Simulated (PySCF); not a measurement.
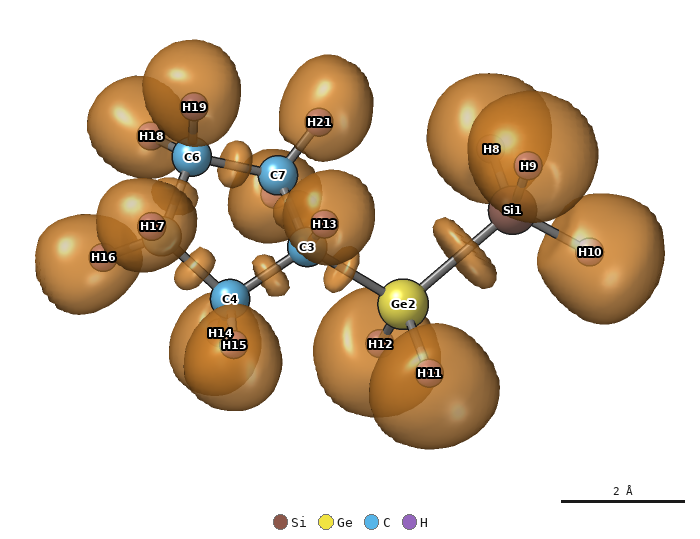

C$_{5}$H$_{14}$GeSi. Isosurface of the ELF at 0.85 (orange), seen at a tilt. Core shells and regions of very low density are left out.

Geometry: PBE0-D3(BJ)/def2-SVP.

The calculation used PBE0/def2-SVPD, SCF density, gas phase (PySCF).

Input file:

```
{"job": {"kind": "uv", "xc": "PBE0", "basis": "def2-SVPD", "ip": true}, "charge": 0, "multiplicity": 1}
Si     3.468448     0.594125    -0.029400
Ge     1.768990    -1.063620     0.179143
C      0.031648    -0.201425     0.496221
C     -1.169829    -1.149379     0.529072
C     -2.384644    -0.215028     0.414613
C     -1.879612     1.041970    -0.333095
C     -0.377795     0.811409    -0.576374
H      3.224137     1.429932    -1.246468
H      3.441697     1.494056     1.166690
H      4.831762    -0.010604    -0.136624
H      2.106375    -2.024602     1.340036
H      1.678133    -1.899340    -1.117768
H      0.105179     0.316505     1.470220
H     -1.129554    -1.825686    -0.342777
H     -1.196688    -1.785476     1.426923
H     -3.228948    -0.699892    -0.097745
H     -2.744434     0.057692     1.418907
H     -2.420947     1.215202    -1.275255
H     -2.031778     1.941960     0.282197
H     -0.220560     0.372513    -1.577445
H      0.211123     1.741189    -0.542740
```

Command:

```sh
OMP_NUM_THREADS=1 python probes_run.py task.json out
```

### Identify the bonds, lone pairs and shells in this picture.

The ELF exceeds this value in five regions between bonded C–C atoms (shared pairs), one region between bonded Ge–Si atoms (shared pairs), 14 regions around hydrogen nuclei and one lobe of the valence shell of C pointing towards Ge (polar bonds). Along the contacts the grid gives the following. C–C (1.53 Å): the ELF peaks at about 0.95 between the atoms (a covalent bond). C–Ge (1.97 Å): the ELF peaks at about 0.95 in the valence shell of C, 0.7 Å from its nucleus, and is about 0.70 at the midpoint.
